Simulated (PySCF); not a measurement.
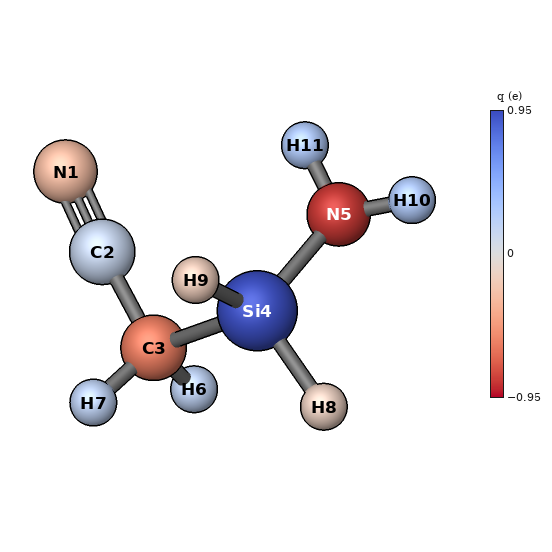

Atoms are coloured by their IAO charges. The computed structure is the end point of a PBE0-D3(BJ)/def2-SVP optimisation. No frequency run is at hand to confirm it as a minimum. Level of theory: PBE0/pcSseg-1, gas phase (PySCF 2.14.0).

> Which atom carries the highest charge (most positive or least negative)?

Si4 (0.92 e).

> And the lowest?

N5 (−0.84 e).

List the IAO charges.

```tsv
atom	value (e)
N1	−0.27
C2	0.14
C3	−0.59
Si4	0.92
N5	−0.84
H6	0.19
H7	0.19
H8	−0.13
H9	−0.16
H10	0.27
H11	0.27
```
